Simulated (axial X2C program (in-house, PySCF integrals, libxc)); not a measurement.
**A two-component session on SbSe: EOM-IP-CCSD levels**

Aim: EOM-IP-CCSD levels of SbSe, with spin–orbit coupling in the Hamiltonian from the start.

Method: two-component X2C with atomic mean-field terms, Sb dyall-acv3z, Se dyall-acv3z; program: an in-house X2C program for linear molecules on PySCF integrals.

All values are calculated.

**1. Input**

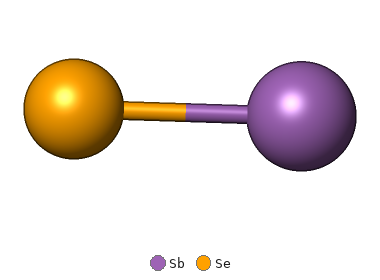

The two atoms at 2.400 Å (antimony purple, selenium orange).

Input file task.json:

```json
{"zs": [51, 34], "q": 0, "bas": ["dyall-acv3z", "dyall-acv3z"], "r0": 2.4, "eom": "ip", "rq": -1, "thr": -1.0, "nmax": 95, "grid": [1, 0.96, 1.045, 0.92, 1.09, 1.15]}
```

Keys: zs atomic numbers; q charge; bas basis sets; r0 starting distance in Å; eom kind of EOM run; thr threshold in hartree for freezing inner shells (an s shell follows its p shell); nmax most natural virtual spinors; grid distances as factors.

Started as:

```
> python soeom.py task.json out
```

Nuclei are Gaussian, cores are contracted, and the Gaunt term is on.

**2. EOM-IP-CCSD at 2.443 Å**

Reference: the closed shell SbSe⁻; 12 electrons correlated, 94 virtual spinors; roots sought by Ω: 1/2: 4, 3/2: 3, 5/2: 1.

Output:

```text
two-component X2C + atomic mean field  HF
basis functions 258  fitting functions 1365  grid points 5802
iter        total energy     max residual
   1      -8898.296920025     5.79e+00
   2      -8902.674820204     4.57e-02
   3      -8902.696228969     2.09e-02
   4      -8902.703239060     2.43e-03
   5      -8902.703440916     9.69e-04
   6      -8902.703506970     5.60e-04
   7      -8902.703546043     4.64e-04
   8      -8902.703576213     1.76e-04
   9      -8902.703583376     3.89e-05
  10      -8902.703583677     1.53e-05
  11      -8902.703583720     4.45e-06
  12      -8902.703583724     3.00e-06
  13      -8902.703583725     1.37e-06
converged
one-electron -13038.67147730  Coulomb 4021.37478718  exact exchange -256.33732256  xc functional 0.00000000  nuclear repulsion 375.60101667  atomic mean-field constant -4.67058772
correlated 12  virtual 336  natural virtual 94  E(MP2) -0.268790144  MP2 remainder -0.012947620
iter   CCSD correlation   residual
   1     -0.268907771   1.59e-01
   2     -0.277352847   7.78e-02
   3     -0.280826337   4.54e-02
   4     -0.281061547   2.41e-02
   5     -0.281326210   1.12e-02
   6     -0.281338739   4.33e-03
   7     -0.281342426   1.65e-03
   8     -0.281349003   8.19e-04
   9     -0.281338892   3.95e-04
  10     -0.281340982   1.78e-04
  11     -0.281339918   6.97e-05
  12     -0.281340816   2.93e-05
  13     -0.281340838   1.18e-05
  14     -0.281340876   4.82e-06
  15     -0.281340909   2.14e-06
  16     -0.281340926   9.35e-07
(T) -0.017584127  T1 0.0319  D1 0.0717  max T2 0.170
EOM-IP-CCSD roots
2*Omega      energy/Eh   energy/eV  one-particle weight
    1       0.06436109      1.7514      0.934
    1       0.14855497      4.0424      0.865
    1       0.16965476      4.6165      0.918
    1       0.22754106      6.1917      0.024
    3       0.12464236      3.3917      0.856
    3       0.16452720      4.4770      0.036
    3       0.24433822      6.6488      0.000
    5       0.20628204      5.6132      0.000
```

T1 in the output is the amplitude norm over the root of the electron number; divide by √2 for the Lee–Taylor value.

```
  Ω  vertical IE (eV)  above lowest (cm⁻¹)                           spinor  weight
1/2             1.751                    0  50% Sb pπ, 26% Se pπ, 10% Sb dπ    0.93
3/2             3.392                13230             71% Se pπ, 19% Sb pπ    0.86
1/2             4.042                18480             60% Se pπ, 34% Sb pπ    0.87
1/2             4.617                23110   47% Se pσ, 39% Sb pσ, 8% Sb sσ    0.92
```

Wall time 19 s (1 thread of Arm Neoverse N1, shared host); peak memory 0.82 GiB.

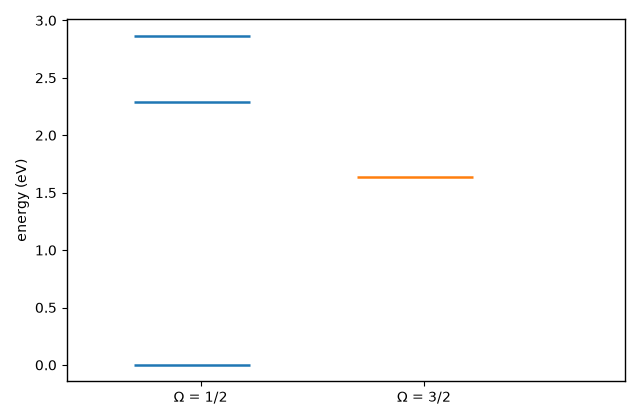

The roots by Ω, from the lowest.

**3. EOM-IP-CCSD at 2.345 Å**

```
  Ω  vertical IE (eV)  above lowest (cm⁻¹)                           spinor  weight
1/2             1.581                    0  50% Sb pπ, 24% Se pπ, 11% Sb dπ    0.94
3/2             3.580                16120   69% Se pπ, 20% Sb pπ, 6% Sb dπ    0.79
1/2             4.242                21470             61% Se pπ, 32% Sb pπ    0.87
1/2             4.667                24890   45% Se pσ, 38% Sb pσ, 9% Sb sσ    0.92
```

It took 20 s on 1 thread of Arm Neoverse N1, shared host; peak memory 0.87 GiB.

**4. EOM-IP-CCSD at 2.553 Å**

```
  Ω  vertical IE (eV)  above lowest (cm⁻¹)                          spinor  weight
1/2             1.927                    0  49% Sb pπ, 30% Se pπ, 9% Sb dπ    0.93
3/2             3.196                10230            74% Se pπ, 17% Sb pπ    0.88
1/2             3.857                15570            58% Se pπ, 37% Sb pπ    0.86
1/2             4.540                21070            48% Se pσ, 40% Sb pσ    0.92
```

It took 20 s on 1 thread of Arm Neoverse N1, shared host; peak memory 0.89 GiB.

**5. EOM-IP-CCSD at 2.248 Å**

```
  Ω  vertical IE (eV)  above lowest (cm⁻¹)                           spinor  weight
1/2             1.399                    0  49% Sb pπ, 22% Se pπ, 12% Sb dπ    0.94
1/2             4.478                24830             61% Se pπ, 30% Sb pπ    0.87
1/2             4.697                26600  42% Se pσ, 38% Sb pσ, 11% Sb sσ    0.91
```

It took 20 s on 1 thread of Arm Neoverse N1, shared host; peak memory 0.89 GiB.

**6. EOM-IP-CCSD at 2.663 Å**

```
  Ω  vertical IE (eV)  above lowest (cm⁻¹)                          spinor  weight
1/2             2.083                    0  47% Sb pπ, 35% Se pπ, 8% Sb dπ    0.92
3/2             3.024                 7580            77% Se pπ, 15% Sb pπ    0.89
1/2             3.712                13140            54% Se pπ, 41% Sb pπ    0.86
1/2             4.448                19080            49% Se pσ, 41% Sb pσ    0.92
```

Wall time 23 s (1 thread of Arm Neoverse N1, shared host); peak memory 0.91 GiB.

**7. EOM-IP-CCSD at 2.809 Å**

```
  Ω  vertical IE (eV)  above lowest (cm⁻¹)                          spinor  weight
1/2             2.255                    0  45% Se pπ, 40% Sb pπ, 7% Sb dπ    0.91
3/2             2.831                 4640            81% Se pπ, 12% Sb pπ    0.89
1/2             3.581                10690            49% Sb pπ, 47% Se pπ    0.85
1/2             4.317                16620            49% Se pσ, 43% Sb pσ    0.92
```

Run time: 23 s. Hardware: 1 thread of Arm Neoverse N1, shared host; peak memory 0.91 GiB.

**8. Curves of the states**

Energies in eV from the lowest point of the lowest state; states are followed by energy order within each Ω.

```
R (Å)  (1)Ω=1/2  (2)Ω=1/2  (3)Ω=1/2
2.248    0.1232    3.2022    3.4213
2.345    0.0000    2.6614    3.0864
2.443    0.0703    2.3614    2.9355
2.553    0.2984    2.2287    2.9110
2.663    0.6195    2.2483    2.9846
2.809    1.1093    2.4348    3.1705
```

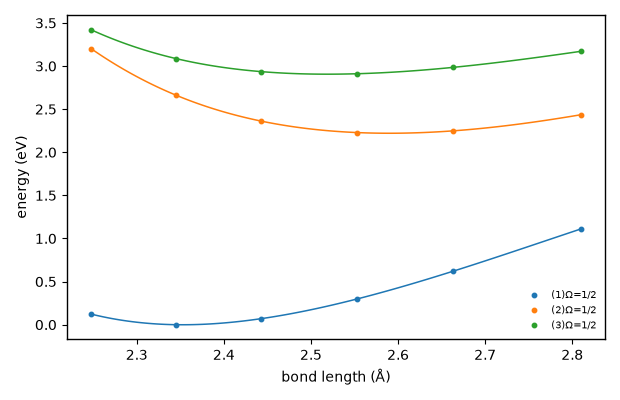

The states along the bond.

Constants where the minimum is well bracketed (masses 120.904 and 79.917 u):

```
   state  Te (cm⁻¹)  Re (Å)  ωe (cm⁻¹)
(1)Ω=1/2          0   2.352        332
(3)Ω=1/2      23440   2.519      228.8
```

**9. Summary of results**

```
                     quantity                             value
       lowest root at 2.443 Å                 Ω = 1/2, 1.751 eV
next root led by one particle  Ω = 3/2, about 13230 cm⁻¹ higher
          T1 of the reference                             0.023
      lowest state, Re and ωe                 2.352 Å, 332 cm⁻¹
```

**Reading.** Removing an electron from the reference determinant of SbSe⁻ costs 1.75 eV and empties a spinor of 50% Sb pπ, 26% Se pπ, 10% Sb dπ. The closed-shell reference lies 0.24 eV above the lowest determinant found, so these energies count from an excited configuration. Errors of 0.1 to 0.3 eV are usual at this size, and roots led by higher excitations are left out, so the list is incomplete, and low states of that kind can be missing. T1 or the largest double amplitude of the reference is raised, which lowers the reliability. The bond is 0.106 Å shorter than in the closed-shell reference at CCSD (2.458 Å).
